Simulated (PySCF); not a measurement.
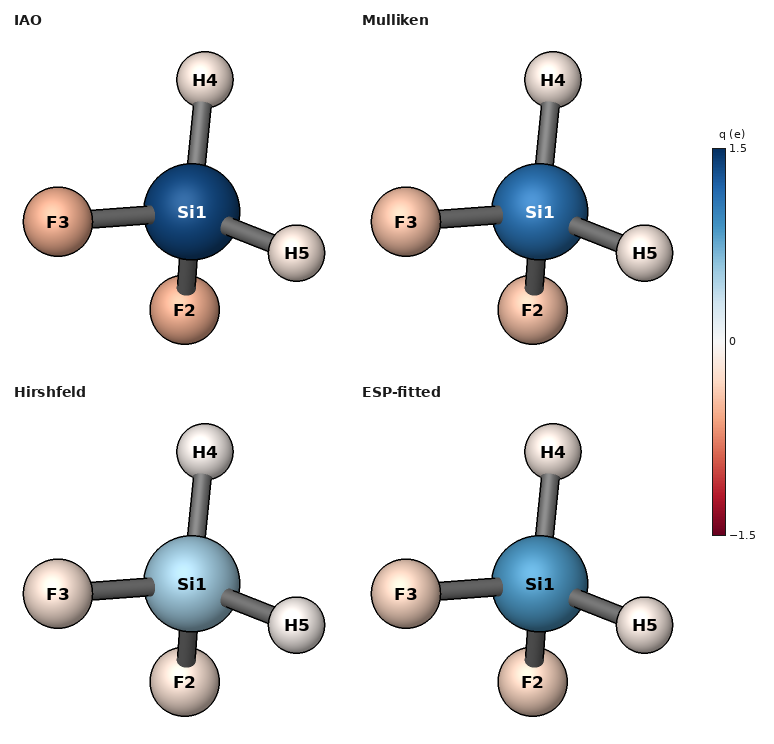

Atomic charges of one calculation by 4 schemes, on one colour scale. The computed structure is the end point of a PBE0-D3(BJ)/def2-SVP optimisation. No frequency run is at hand to confirm it as a minimum. Level of theory: PBE0/pcSseg-1 (PySCF 2.14.0).

### Which scheme gives the most polar picture (largest mean size of the charges)?

The IAO charges are the largest in size here, and the Hirshfeld charges the smallest.

List the charges (e), one line for each set of equivalent atoms.

```tsv
atom	IAO	Mulliken	Hirshfeld	ESP-fitted
Si1	1.36	1.12	0.53	0.87
F2, F3	−0.52	−0.42	−0.20	−0.31
H4, H5	−0.15	−0.14	−0.06	−0.13
```
